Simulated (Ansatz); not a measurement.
# Ca on Cr(100): change of the work function

Wanted: Δφ(θ) for Ca/Cr(100), starting from the hollow site.

Method: plane-wave DFT, LDA, Ansatz PAW, in Ansatz 0.2.0.

**1. The structure**

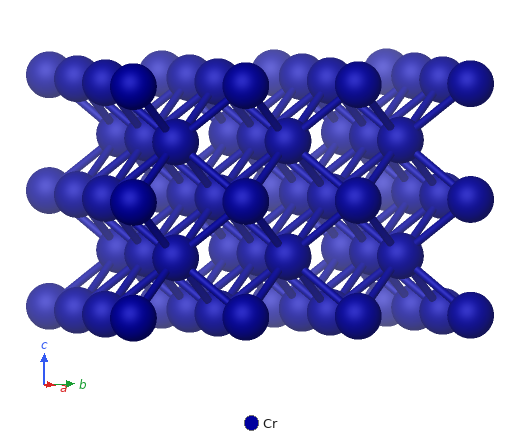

The cell as given, from the side, with the c axis up (chromium blue). 3×3×1 cells are drawn. Some periodic images of atoms are drawn too.

The cell holds 5 atoms: 5 Cr. Cell: a = 2.880 Å, b = 2.880 Å, c = 23.760 Å, α = 90.0°, β = 90.0°, γ = 90.0°. Vacuum lies along c.

**2. The clean slab**

The bare slab comes first, as the zero from which every change is counted. The two lowest layers are held at bulk places and the upper ones relax. The dipole correction removes the false field that a one-sided slab makes across the periodic vacuum, so each face gets a flat vacuum level of its own.

The input, input.yaml:

```yaml
crystal:
  lattice:
    - [2.88, 0.0, 0.0]
    - [0.0, 2.88, 0.0]
    - [0.0, 0.0, 23.76]
  atoms:
    - { symbol: Cr, position: [0.0, 0.0, 0.3787878788], spin: 2.0 }
    - { symbol: Cr, position: [0.5, 0.5, 0.4393939394], spin: -2.0 }
    - { symbol: Cr, position: [0.0, 0.0, 0.5], spin: 2.0 }
    - { symbol: Cr, position: [0.5, 0.5, 0.5606060606], spin: -2.0 }
    - { symbol: Cr, position: [0.0, 0.0, 0.6212121212], spin: 2.0 }
magnetization:
  spin_polarized: true
kpoints:
  mp_grid: { grid: [10, 10, 1] }
hamiltonian:
  xc: lda
scf:
  occupations: { method: fermi_dirac, width: 0.1 }
  convergence: { dr2_threshold: 1.0e-08 }
efield:
  axis: 3
  dipole_correction: true
  ramp_position: 0.97
  ramp_width: 0.06
relax:
  f_tol: 0.02
  max_steps: 60
  constraints: [{ sites: [0, 1] }]
output:
  write_potential: true
  write_density: true
  volumetric_format: npy
```

Started as:

```
$ ansatz run input.yaml --threads 4 --pin off --max-ram 12288MiB --backend cpu --events-out ev --progress --plain --runs-dir out
```

Numbers of over 12 decimals in the logs are rounded to 6 here.

Log:

```text
Engine: ansatz 0.2.0, x86_64-unknown-linux-gnu
Pseudopotentials: kind: paw
Pseudopotential: Cr, paw, valence charge 14, recommended cutoff 420 eV (normal), Cr.paw.azcp
Functional definition: SPW92
  exchange = slater_x
  correlation = pw_c
Crystal: 5 atoms, lattice volume = 197.075 Å³
Basis set: ecut = 420 eV, 3843 PW (Γ)
Bands: 48, of which v1, the nominal top of the filled ones, is band 35 counted from 1 (34 counted from 0)
Symmetry: 8 space group operations
k-points: 21 of 100
Non-local potential: Cr, projectors of the file, l = 0: 3, l = 1: 2, l = 2: 3, l = 3: 1
PAW form: soft (Blöchl's): semilocal exchange-correlation on the pseudo side does not see the compensation charge
PAW frozen core: Cr, regenerated for the run's functional, and the local potential with it (the file was generated under x = pbe(κ = 0.804, μ = 0.219515), c = pbe(β = 0.066725))
PAW one-centre angular grid: Cr, 590 points (default); XC on 64 Gauss nodes
Initial density: superposition of atomic densities (neutral atoms: chi_scale 0, normalization atom)
Starting moments: Σ|m| = 10 μB on 5 of 5 sites
Initial wavefunctions: pseudopotential atomic-orbital guess
Functional: x = slater, c = lda
SCF iter   1: F=—  HF=-16621.425026 eV  |F-HF|=—  |Δ(HF+E_count)|=         —  Δρ=6.39e-2 (↑5.96e-2 ↓6.39e-2)  dr2=3.57e1  dr2_m=6.29e-1  M=2.443 μB ∫|m|=7.468 μB  β_m=1.00  ethr=3.10e-3  p=0.000 e·Å  D=2.18e-13 V/Å  ΔV_dip=-0.00 eV  dr2_dipole=3.25e-8  V_vac-E_F(+/−)=6.48/6.48 eV  ⟨swp⟩=10.6  Hψ=9863  notcnv=0
Mixer restart at iter 1: flushing history
efield: sawtooth ramp at fractional position 0.9700 (set: `efield.ramp_position`, or a place that a band, a saddle search or an elastic batch's reference lends), width 0.0600; the density the first Hamiltonian is built on has a dipole p = 0.000 e·Å; the dipole correction subtracts the counter field D = 2.18e-13 V/Å, which shifts the + side's vacuum level by -0.00 eV against the − side's; the planar-averaged density in the ramp window peaks in size at 2.0e-6 e/Å³
preconditioner: auto → LDOS  [metal: Δε(μ)=0.007 eV  Ē_g=4.755 eV  σ=0.100 eV  W_gap=0.02  n_scr=36 (ndim 8)  ℏωp=14.5 eV  f_vac=0.603  D(μ)=3.80/eV (n_scr^D=14)]
spin=Collinear: LDOS preconditioning applied to the charge; magnetization (m = ρ↑ − ρ↓) channel mixes plain (no charge-response kernel on spin).
SCF iter   2: F=—  HF=-16611.355952 eV  |F-HF|=—  |Δ(HF+E_count)|=    1.01e1  Δρ=2.38e-2 (↑1.62e-2 ↓2.38e-2)  dr2=4.95e0  dr2_m=1.47e-1  M=2.684 μB ∫|m|=8.062 μB  β_m=0.34  ethr=3.10e-3  p=0.000 e·Å  D=2.10e-5 V/Å  ΔV_dip=-0.00 eV  dr2_dipole=9.51e-8  V_vac-E_F(+/−)=5.41/5.41 eV  ⟨swp⟩=3.3  Hψ=5421  notcnv=0
density mixer auto → msr1: a metal under ldos (density of states about μ 2.62 of a free-electron gas's, 36 screened modes)
SCF iter   3: F=—  HF=-16610.455848 eV  |F-HF|=—  |Δ(HF+E_count)|=   9.00e-1  Δρ=1.48e-2 (↑1.12e-2 ↓1.48e-2)  dr2=4.58e-1  dr2_m=2.08e-1  M=2.851 μB ∫|m|=8.211 μB  β_m=0.57  ethr=3.10e-3  p=0.000 e·Å  D=2.12e-5 V/Å  ΔV_dip=-0.00 eV  dr2_dipole=7.16e-8  V_vac-E_F(+/−)=4.74/4.74 eV  ⟨swp⟩=2.2  Hψ=3452  notcnv=0
SCF iter   4: F=—  HF=-16610.551998 eV  |F-HF|=—  |Δ(HF+E_count)|=   9.61e-2  Δρ=5.38e-3 (↑5.25e-3 ↓5.38e-3)  dr2=1.63e-2  dr2_m=4.70e-2  M=3.119 μB ∫|m|=8.253 μB  β_m=0.79  ethr=6.55e-4  p=0.000 e·Å  D=9.81e-6 V/Å  ΔV_dip=-0.00 eV  dr2_dipole=5.61e-10  V_vac-E_F(+/−)=4.26/4.26 eV  ⟨swp⟩=3.3  Hψ=3501  notcnv=0
SCF iter   5: F=—  HF=-16610.788637 eV  |F-HF|=—  |Δ(HF+E_count)|=         —  Δρ=1.75e-2 (↑1.75e-2 ↓1.30e-2)  dr2=5.94e-2  dr2_m=4.16e-1  M=3.848 μB ∫|m|=8.960 μB  β_m=0.79  ethr=2.33e-5  p=0.000 e·Å  D=1.95e-6 V/Å  ΔV_dip=-0.00 eV  dr2_dipole=6.80e-10  V_vac-E_F(+/−)=4.18/4.18 eV  ⟨swp⟩=3.3  Hψ=4520  notcnv=0
SCF iter   6: F=—  HF=-16610.706275 eV  |F-HF|=—  |Δ(HF+E_count)|=   8.24e-2  Δρ=2.31e-3 (↑1.38e-3 ↓2.31e-3)  dr2=1.43e-2  dr2_m=2.66e-3  M=3.917 μB ∫|m|=9.069 μB  β_m=0.79  ethr=2.33e-5  p=-0.000 e·Å  D=-4.00e-6 V/Å  ΔV_dip=0.00 eV  dr2_dipole=1.05e-9  V_vac-E_F(+/−)=4.01/4.01 eV  ⟨swp⟩=2.6  Hψ=4230  notcnv=0
SCF iter   7: F=—  HF=-16610.704515 eV  |F-HF|=—  |Δ(HF+E_count)|=   1.76e-3  Δρ=2.25e-3 (↑2.25e-3 ↓1.35e-3)  dr2=2.77e-3  dr2_m=5.63e-3  M=3.889 μB ∫|m|=8.902 μB  β_m=0.72  ethr=2.04e-5  p=-0.000 e·Å  D=-8.49e-7 V/Å  ΔV_dip=0.00 eV  dr2_dipole=3.67e-10  V_vac-E_F(+/−)=4.03/4.03 eV  ⟨swp⟩=2.0  Hψ=3827  notcnv=0
SCF iter   8: F=—  HF=-16610.704546 eV  |F-HF|=—  |Δ(HF+E_count)|=   3.16e-5  Δρ=1.47e-3 (↑1.36e-3 ↓1.47e-3)  dr2=1.26e-3  dr2_m=3.25e-3  M=3.887 μB ∫|m|=8.863 μB  β_m=0.86  ethr=3.96e-6  p=-0.000 e·Å  D=-5.27e-7 V/Å  ΔV_dip=0.00 eV  dr2_dipole=2.15e-12  V_vac-E_F(+/−)=4.02/4.02 eV  ⟨swp⟩=2.3  Hψ=2986  notcnv=0
SCF iter   9: F=—  HF=-16610.704548 eV  |F-HF|=—  |Δ(HF+E_count)|=   1.90e-6  Δρ=1.25e-3 (↑1.25e-3 ↓3.90e-4)  dr2=2.36e-3  dr2_m=9.27e-4  M=3.893 μB ∫|m|=8.860 μB  β_m=0.77  ethr=1.79e-6  p=0.000 e·Å  D=4.78e-7 V/Å  ΔV_dip=-0.00 eV  dr2_dipole=7.69e-13  V_vac-E_F(+/−)=4.02/4.02 eV  ⟨swp⟩=3.0  Hψ=3983  notcnv=0
SCF iter  10: F=—  HF=-16610.703741 eV  |F-HF|=—  |Δ(HF+E_count)|=   8.08e-4  Δρ=1.79e-4 (↑7.10e-5 ↓1.79e-4)  dr2=5.24e-5  dr2_m=2.05e-5  M=3.895 μB ∫|m|=8.860 μB  β_m=0.78  ethr=1.79e-6  p=0.000 e·Å  D=3.29e-7 V/Å  ΔV_dip=-0.00 eV  dr2_dipole=1.16e-10  V_vac-E_F(+/−)=4.01/4.01 eV  ⟨swp⟩=2.3  Hψ=3574  notcnv=0
SCF iter  11: F=—  HF=-16610.703731 eV  |F-HF|=—  |Δ(HF+E_count)|=   9.32e-6  Δρ=4.00e-5 (↑4.00e-5 ↓2.37e-5)  dr2=3.16e-6  dr2_m=1.46e-6  M=3.895 μB ∫|m|=8.858 μB  β_m=0.76  ethr=7.49e-8  p=0.000 e·Å  D=2.22e-7 V/Å  ΔV_dip=-0.00 eV  dr2_dipole=8.98e-13  V_vac-E_F(+/−)=4.01/4.01 eV  ⟨swp⟩=2.9  Hψ=3528  notcnv=0
SCF iter  12: F=—  HF=-16610.703730 eV  |F-HF|=—  |Δ(HF+E_count)|=   9.64e-7  Δρ=1.18e-5 (↑1.18e-5 ↓6.57e-6)  dr2=4.97e-7  dr2_m=1.01e-7  M=3.894 μB ∫|m|=8.857 μB  β_m=0.72  ethr=4.52e-9  p=0.000 e·Å  D=3.18e-8 V/Å  ΔV_dip=-0.00 eV  dr2_dipole=5.52e-14  V_vac-E_F(+/−)=4.01/4.01 eV  ⟨swp⟩=2.9  Hψ=3756  notcnv=0
SCF iter  13: F=—  HF=-16610.703730 eV  |F-HF|=—  |Δ(HF+E_count)|=   2.99e-8  Δρ=4.32e-6 (↑4.32e-6 ↓1.70e-6)  dr2=8.55e-8  dr2_m=1.27e-8  M=3.894 μB ∫|m|=8.858 μB  β_m=0.75  ethr=7.10e-10  p=0.000 e·Å  D=2.71e-8 V/Å  ΔV_dip=-0.00 eV  dr2_dipole=4.56e-11  V_vac-E_F(+/−)=4.01/4.01 eV  ⟨swp⟩=3.1  Hψ=3604  notcnv=0
SCF iter  14: F=—  HF=-16610.703730 eV  |F-HF|=—  |Δ(HF+E_count)|=   1.48e-8  Δρ=1.75e-6 (↑1.75e-6 ↓1.05e-6)  dr2=8.81e-9  dr2_m=2.51e-9  M=3.894 μB ∫|m|=8.858 μB  β_m=0.79  ethr=1.22e-10  p=0.000 e·Å  D=1.36e-8 V/Å  ΔV_dip=-0.00 eV  dr2_dipole=5.45e-11  V_vac-E_F(+/−)=4.01/4.01 eV  ⟨swp⟩=2.7  Hψ=3078  notcnv=0
[...]
efield: sawtooth ramp at fractional position 0.9700 (set: `efield.ramp_position`, or a place that a band, a saddle search or an elastic batch's reference lends), width 0.0600; the density the first Hamiltonian is built on has a dipole p = -0.005 e·Å; the dipole correction subtracts the counter field D = -4.18e-3 V/Å, which shifts the + side's vacuum level by +0.10 eV against the − side's; the planar-averaged density in the ramp window peaks in size at 1.5e-5 e/Å³
preconditioner: auto → LDOS  [metal: Δε(μ)=0.006 eV  Ē_g=3.791 eV  σ=0.100 eV  W_gap=0.02  n_scr=12 (ndim 8)  ℏωp=14.5 eV  f_vac=0.627  D(μ)=4.83/eV (n_scr^D=14)]
spin=Collinear: LDOS preconditioning applied to the charge; magnetization (m = ρ↑ − ρ↓) channel mixes plain (no charge-response kernel on spin).
SCF iter   2: F=—  HF=-16610.973660 eV  |F-HF|=—  |Δ(HF+E_count)|=         —  Δρ=3.40e-4 (↑3.40e-4 ↓3.14e-4)  dr2=3.12e-4  dr2_m=1.35e-4  M=3.377 μB ∫|m|=6.845 μB  β_m=0.30  ethr=1.18e-6  p=-0.005 e·Å  D=-4.16e-3 V/Å  ΔV_dip=0.10 eV  dr2_dipole=5.17e-5  V_vac-E_F(+/−)=4.11/4.01 eV  ⟨swp⟩=2.0  Hψ=2848  notcnv=0
Mixer restart at iter 2: flushing history
density mixer auto → msr1: a metal under ldos (density of states about μ 2.68 of a free-electron gas's, 36 screened modes)
SCF iter   3: F=—  HF=-16610.973588 eV  |F-HF|=—  |Δ(HF+E_count)|=   7.17e-5  Δρ=2.16e-4 (↑2.16e-4 ↓1.90e-4)  dr2=1.56e-4  dr2_m=5.00e-5  M=3.378 μB ∫|m|=6.848 μB  β_m=0.56  ethr=4.46e-7  p=-0.005 e·Å  D=-4.17e-3 V/Å  ΔV_dip=0.10 eV  dr2_dipole=3.02e-5  V_vac-E_F(+/−)=4.11/4.01 eV  ⟨swp⟩=1.7  Hψ=2259  notcnv=0
SCF iter   4: F=—  HF=-16610.973568 eV  |F-HF|=—  |Δ(HF+E_count)|=   2.00e-5  Δρ=3.30e-5 (↑3.30e-5 ↓2.96e-5)  dr2=5.09e-6  dr2_m=1.04e-6  M=3.378 μB ∫|m|=6.853 μB  β_m=0.58  ethr=2.23e-7  p=-0.005 e·Å  D=-4.22e-3 V/Å  ΔV_dip=0.10 eV  dr2_dipole=2.82e-8  V_vac-E_F(+/−)=4.11/4.01 eV  ⟨swp⟩=2.1  Hψ=2754  notcnv=0
SCF iter   5: F=—  HF=-16610.973569 eV  |F-HF|=—  |Δ(HF+E_count)|=   1.44e-6  Δρ=3.19e-5 (↑2.80e-5 ↓3.19e-5)  dr2=1.51e-6  dr2_m=1.48e-6  M=3.379 μB ∫|m|=6.855 μB  β_m=0.70  ethr=7.28e-9  p=-0.005 e·Å  D=-4.26e-3 V/Å  ΔV_dip=0.10 eV  dr2_dipole=2.80e-8  V_vac-E_F(+/−)=4.12/4.02 eV  ⟨swp⟩=3.1  Hψ=3455  notcnv=0
SCF iter   6: F=—  HF=-16610.973571 eV  |F-HF|=—  |Δ(HF+E_count)|=   1.24e-6  Δρ=1.12e-5 (↑1.04e-5 ↓1.12e-5)  dr2=3.83e-7  dr2_m=1.37e-7  M=3.379 μB ∫|m|=6.855 μB  β_m=0.71  ethr=2.16e-9  p=-0.005 e·Å  D=-4.31e-3 V/Å  ΔV_dip=0.10 eV  dr2_dipole=7.49e-10  V_vac-E_F(+/−)=4.12/4.02 eV  ⟨swp⟩=2.0  Hψ=3170  notcnv=0
SCF iter   7: F=—  HF=-16610.973571 eV  |F-HF|=—  |Δ(HF+E_count)|=   1.42e-7  Δρ=1.02e-5 (↑1.02e-5 ↓6.78e-6)  dr2=1.70e-7  dr2_m=1.10e-7  M=3.379 μB ∫|m|=6.856 μB  β_m=0.66  ethr=5.48e-10  p=-0.005 e·Å  D=-4.35e-3 V/Å  ΔV_dip=0.10 eV  dr2_dipole=1.96e-9  V_vac-E_F(+/−)=4.12/4.02 eV  ⟨swp⟩=2.7  Hψ=3805  notcnv=0
SCF iter   8: F=—  HF=-16610.973571 eV  |F-HF|=—  |Δ(HF+E_count)|=   6.21e-8  Δρ=2.16e-6 (↑1.90e-6 ↓2.16e-6)  dr2=1.22e-8  dr2_m=6.49e-9  M=3.379 μB ∫|m|=6.857 μB  β_m=0.78  ethr=2.43e-10  p=-0.005 e·Å  D=-4.36e-3 V/Å  ΔV_dip=0.10 eV  dr2_dipole=6.87e-10  V_vac-E_F(+/−)=4.12/4.02 eV  ⟨swp⟩=3.0  Hψ=3767  notcnv=0
SCF iter   9: F=—  HF=-16610.973571 eV  |F-HF|=—  |Δ(HF+E_count)|=   2.08e-8  Δρ=1.06e-6 (↑1.06e-6 ↓1.02e-6)  dr2=4.35e-9  dr2_m=9.48e-10  M=3.379 μB ∫|m|=6.857 μB  β_m=0.69  ethr=1.75e-11  p=-0.005 e·Å  D=-4.37e-3 V/Å  ΔV_dip=0.10 eV  dr2_dipole=4.87e-11  V_vac-E_F(+/−)=4.12/4.02 eV  ⟨swp⟩=3.5  Hψ=4279  notcnv=0
SCF iter  10: F=-16610.973571 eV  HF=-16610.973571 eV  |F-HF|=5.68e-9  |Δ(HF+E_count)|=   1.08e-9  Δρ=1.05e-6 (↑5.31e-7 ↓1.05e-6)  dr2=6.18e-9  dr2_m=2.54e-10  M=3.379 μB ∫|m|=6.857 μB  ethr=6.21e-12  p=-0.005 e·Å  D=-4.37e-3 V/Å  ΔV_dip=0.10 eV  dr2_dipole=1.28e-10  V_vac-E_F(+/−)=4.12/4.02 eV  ⟨swp⟩=5.8  Hψ=11530  notcnv=0
SCF 5 converged in 10 iterations: F = -16610.973571 eV  dr2 = 6.18e-9
relax step   5: F+E_penalty+E_count = -16610.97357061 eV  Δ(F+E_penalty+E_count) = -1.407e-4 eV  max|allowed force component| = 1.292e-3 eV/Å  Δτ_max = 0.0082 Å  (10 SCF iters, accepted)
NSCF: frozen V_eff on 21 k-points
the search or the solves at the SCF's close seem to have found levels that the self-consistency loop had missed (the run counts 1). By its estimate they hold under 1e-12 electrons; where the run keeps them, the occupations were computed again with them
WARN: The output density's exchange-correlation potential varies sharply where the density is thin. Do not read a vacuum level from v_tot or v_xc, or from such a field of the output density. On a cell that repeats whose density bears no net charge and no dipole along the vacuum's axis use v_es (v_loc + v_h of the components); under efield.dipole_correction with no amplitude use v_es + v_field, which holds any externa [...]
SCF converged after 10 iterations
Magnetization: 3.3791 μB (36.6895 up, 33.3105 down)
Absolute magnetization: 6.8566 μB (∫|ρ↑−ρ↓|, with the PAW one-centre terms)
Spin contamination: 0.7386 ħ² per cell (⟨S²⟩ above its minimum at these occupations)
Per-site moments (μB) at R_I (Å): [(2.290255, 1.028838), (-0.896221, 1.000110), (0.633449, 1.000110), (-0.696124, 0.969958), (1.488445, 0.969958)]
Free energy (F): -16610.973571 eV
Harris-Foulkes:  -16610.973571 eV  (|F-HF|=5.68e-9)
Internal energy: -16610.811769 eV  (E = F + TS)
E sigma→0 (E₀):  -16610.892670 eV
Entropy (-TS):   -0.161801 eV (-32.360 meV/atom)
Fermi energy:    2.843798 eV
Dipole field:    D = -0.004350 V/Å  (p = -0.004738 e·Å, saw-weighted, corrected)
Work function:   Φ+ = 4.1198 eV   Φ− = 4.0165 eV
Levels:          The Fermi level and band energies are counted from a zero that moves with the ramp; work functions are not
--- Per-component energies (eV) ---
  E_band       = -1851.431640
  E_kinetic    = 1716.488106
  E_local      = -114653.867523  (includes V_loc(G=0)·N_el)
  E_nonlocal   = 425.561356
  E_hartree    = 56378.517272
  E_xc         = -690.401911
  E_vxc        = -885.550895  (∫ρ·V_xc dr)
  E_paw        = -5711.035732  (= ΣΔE_a)
  E_vpaw       = -1211.054615  (= ΣTr[D̂ρ^β])
  E_aug_tail   = 0.001690  (compensation charges beyond the density's cutoff)
  E_efield     = 0.000010  (sawtooth field / dipole correction)
  E_vefield    = -0.036050  (∫n·V_field dr)
  E_ewald      = 45922.099338
  E_core_change = 1.825624  (= ΣΔE_core)
  E_smearing   = -0.161801  (= −TS)
  E_closure    = -0.000000  (closes the sum)
  Σ components = -16610.973571   (vs F -16610.973571, Δ=0.00e0)
--- Forces (eV/Å), atoms counted from 1 ---
  atom   1  Cr     0.00000000     0.00000000     1.12475669
  atom   2  Cr    -0.00000000     0.00000000    -1.12687866
  atom   3  Cr     0.00000000    -0.00000000     0.00129242
  atom   4  Cr     0.00000000    -0.00000000     0.00066574
  atom   5  Cr     0.00000000     0.00000000     0.00007331
  max |Σ_I F_I| component: 9.05e-5 eV/Å
--- Band table (eV; the first three rows and the last of 42) ---
  k-point 0 ↑: bands = [... 31 lower, 1.9514, 2.0265, 2.0265, 2.2080, 2.2193, 2.2193, 2.3206, 2.8430, ... 9 higher]
  k-point 1 ↑: bands = [... 31 lower, 1.8172, 2.0667, 2.1175, 2.1548, 2.2668, 2.6003, 2.6180, 2.7123, ... 9 higher]
  k-point 2 ↑: bands = [... 31 lower, 1.5521, 1.8027, 2.0193, 2.1267, 2.5353, 2.6842, 2.8030, 3.0913, ... 9 higher]
  k-point 20 ↓: bands = [... 31 lower, 2.3838, 2.3838, 3.8597, 3.8705, 3.9254, 3.9852, 4.1801, 4.5027, ... 9 higher]
--- Relaxed structure (5 steps of the walk, 5 accepted, 0 SCFs on fresh bases) ---
  F+E_penalty+E_count = -16610.97357061 eV   max|allowed force component| = 1.292e-3 eV/Å
  atoms:
    - { symbol: Cr, position: [0.0, 0.0, 0.378788] }
    - { symbol: Cr, position: [0.500000, 0.500000, 0.439394] }
    - { symbol: Cr, position: [-8.38599899467042e-18, 0, 0.494768] }
    - { symbol: Cr, position: [0.500000, 0.500000, 0.556324] }
    - { symbol: Cr, position: [-2.4703916176106062e-17, 0, 0.605800] }
```

Run time: 1.7 min. Hardware: 4 threads of Intel Xeon Platinum 8259CL at 2.50GHz (Skylake/Cascade Lake), shared host; peak memory 0.78 GiB; 6.1 min of CPU time.

Relaxation path:

| step | energy less that of the first step (eV) | largest force component (eV/Å) |
| --- | --- | --- |
| 1 | 0.0000 | 1.4774 |
| 2 | -0.1882 | 0.8193 |
| 3 | -0.2635 | 0.3649 |
| 4 | -0.2697 | 0.0357 |
| 5 | -0.2698 | 0.0013 |

The run keeps the 8 symmetry operations that it works with, so distortions that break them were not tested.

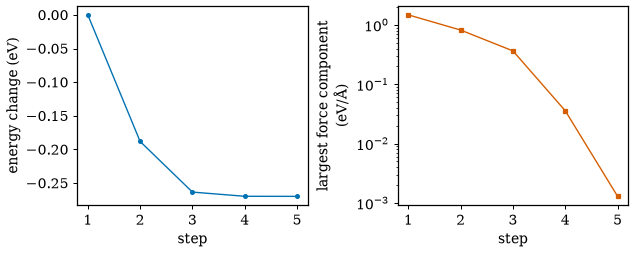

Energy and largest force along the relaxation.

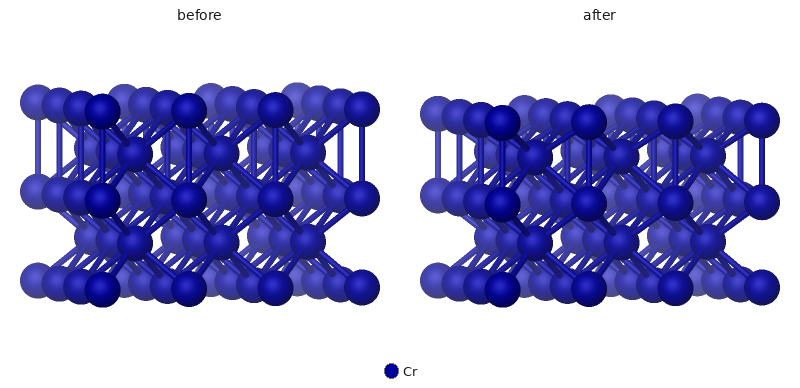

Before and after, at one scale.

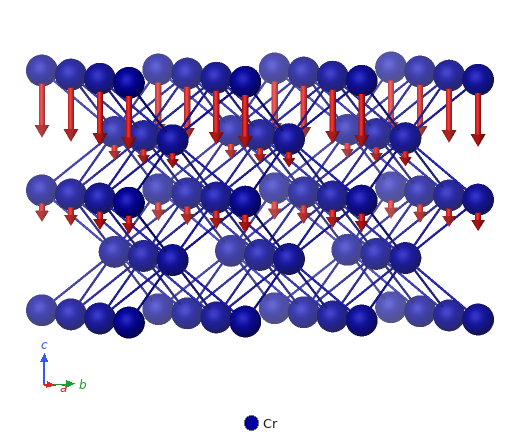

Displacements in the relaxation, exaggerated; the longest in the cell stands for 0.37 Å. 3×3×1 cells are drawn. Some periodic images of atoms are drawn too.

The atoms that moved most (Å):

```csv
atom,dx,dy,dz,length
Cr5,0.000,0.000,-0.366,0.366
Cr3,0.000,0.000,-0.124,0.124
Cr4,0.000,0.000,-0.102,0.102
```

This step gave:

- energy at zero smearing: -16610.8927 eV
- total moment: 3.379 μB
- site moments: 2.290, -0.8962, 0.6334, -0.6961, 1.488 μB
- work function, upper face: 4.120 eV
- work function, lower face: 4.016 eV
- dipole along the normal: -0.004738 e·Å
- step between the vacuum levels: 0.1034 eV

Running mean over 1.44 Å of the planar mean; the ramp of the sawtooth is left out. Table of electron's electrostatic potential energy less the Fermi level by z:

```
z (Å)  electron's electrostatic potential energy less the Fermi level (eV)
    3                                                                 4.02
    4                                                                 4.02
    5                                                                 4.01
    6                                                                 3.95
    7                                                                 3.44
    8                                                                -1.10
    9                                                                -8.75
   10                                                                -9.71
   11                                                                -10.8
   12                                                                -9.77
   13                                                                -10.3
   14                                                                -11.7
   15                                                                -4.73
   16                                                                 2.81
   17                                                                 3.98
   18                                                                 4.11
   19                                                                 4.12
   20                                                                 4.12
```

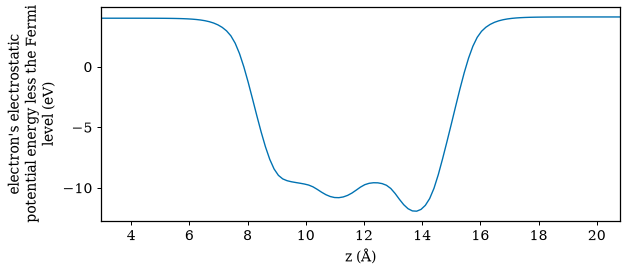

Electron's electrostatic potential energy less the Fermi level, plotted against z.

(Part 1 of 6 ends here.)

[Logs are printed without paths, hosts, clocks, repeated set-up lines and the standing remarks that a program may print on its own settings, such as how far it seeks lower states.]

[Hosts, paths, dates, database ids (printed as entryN), source tags and the programs' standing remarks are cut or masked in the printed files.]

[Maps of the electrostatic potential energy from Ansatz leave out the sawtooth potential of an applied field or a dipole correction, so their vacuum need not be flat; planar profiles and work functions include it.]
